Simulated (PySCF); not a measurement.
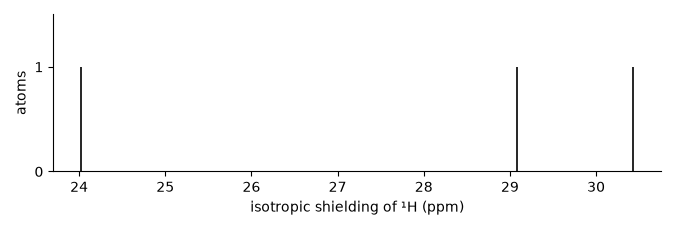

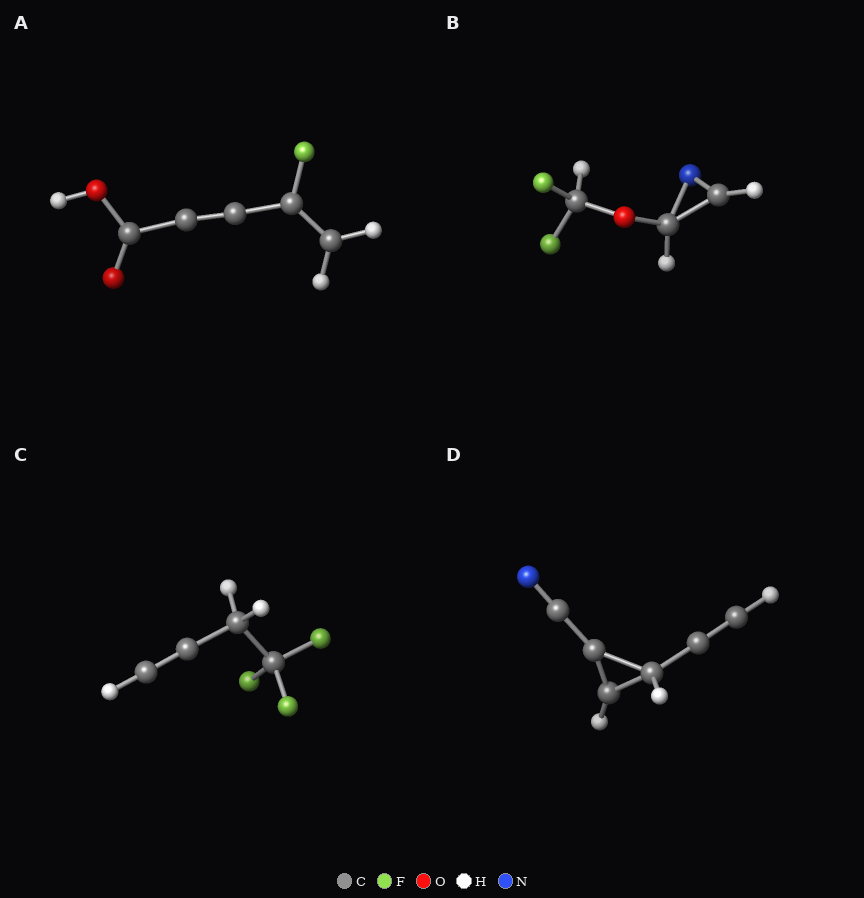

The sticks are computed shieldings of one of the molecules, for one fixed geometry (GFN2-xTB) without averaging over rotations. Low shielding means a high chemical shift. Method: GIAO PBE0/pcSseg-1 NMR shielding, non-relativistic, gas phase (PySCF 2.14.0).

Question: Match the spectrum to a structure.

Answer: D, `C#C[C@@H]1C=C1C#N`. Its 3 H atoms give lines at 24.02, 29.08, 30.43 ppm.
